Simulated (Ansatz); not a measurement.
## Electronic structure of H4PSi (SMILES [SiH2]P) (doublet) in real space

```yaml
atoms:
  - { symbol: P, position_ang: [0.8795, -1.3562, -0.1478] }
  - { symbol: Si, position_ang: [-0.3475, -0.1979, 1.3530] }
  - { symbol: H, position_ang: [2.0055, -1.5557, 0.6905] }
  - { symbol: H, position_ang: [-1.7324, -0.0677, 0.8209] }
  - { symbol: H, position_ang: [0.3050, -2.6236, 0.1239] }
  - { symbol: H, position_ang: [0.2372, 1.1660, 1.4786] }
```

Geometry: B3LYP-D4/def2-TZVP.

Computed with Ansatz 0.2.0, isolated molecule in a Gaussian basis; Kohn-Sham density functional theory, functional PBE0.

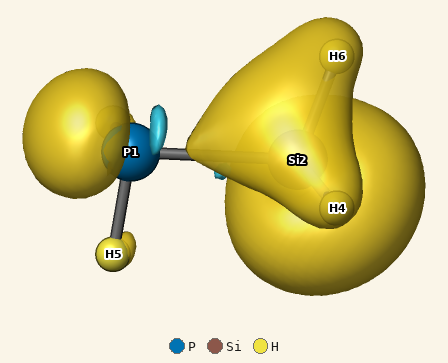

Figure 1. Isosurfaces of the spin density at +0.015 (yellow) and −0.015 e/Å³ (cyan), seen at an oblique angle.

Describe the spin distribution.

Answer. The unpaired spin (1 electron) lies mostly on Si2 (about 0.8) and P1 (about 0.1), in electrons by Hirshfeld's partition.

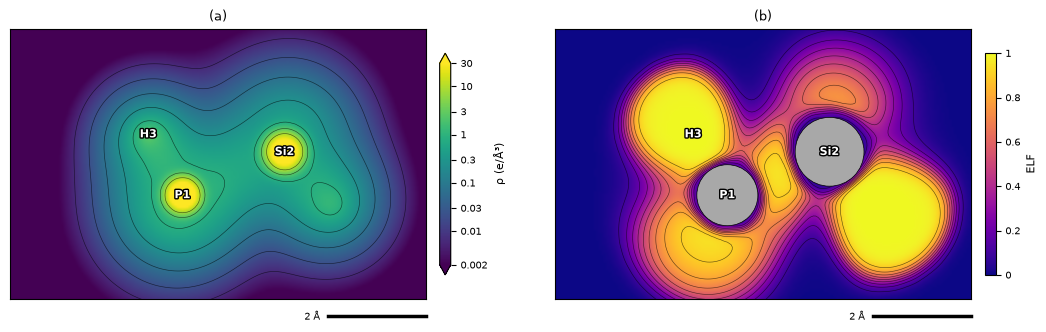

Figure 2. (a) total electron density; (b) ELF on the plane of atoms Si2, P1 and H3. Grey discs cover the atomic cores in the ELF map.

What does the map show?

Answer. The section cuts through P, Si and H sites.
Si–P (2.26 Å): the density is about 0.7 e/Å³ at the midpoint; the ELF peaks at about 0.95 between the atoms; a shared electron pair.
P–H (1.42 Å): ρ at the midpoint is about 1.1 e/Å³; the ELF climbs to about 1 towards the hydrogen, as it does in any bond to H.
The ELF also peaks beside P1, away from the bonds: non-bonding electrons, paired or unpaired.

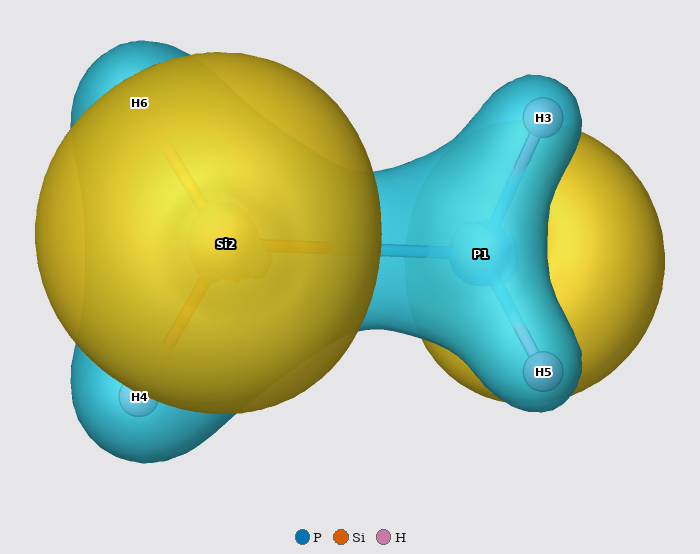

Figure 3. The HOMO (α) at ±0.1 Å⁻³ᐟ² (yellow and cyan are the two phases), seen across its widest extent.

What is the character of this orbital?

Answer. It lies mainly on Si2 (about 65 %) and P1 (about 25 %). Its energy is −6.03 eV.

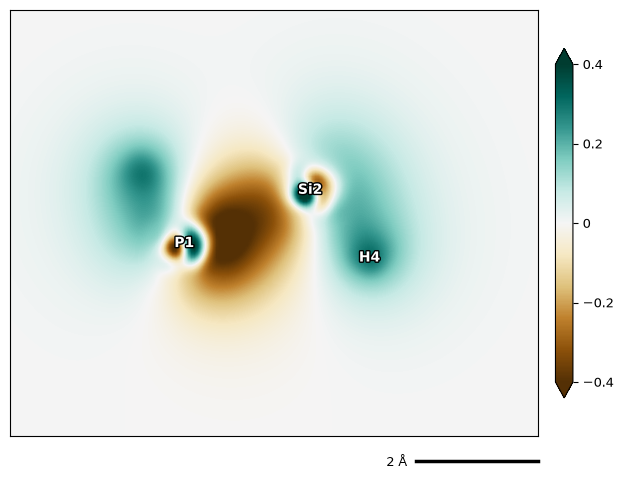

Figure 4. The HOMO−1 (β) on the plane of atoms P1, Si2 and H4 (values in Å⁻³ᐟ²; the overall sign is arbitrary).

Where does this orbital lie, and at what energy?

Answer. It lies mainly on P1 (about 50 %), Si2 (about 25 %), H3 (about 10 %) and H5 (about 10 %). Its energy is −9.38 eV.
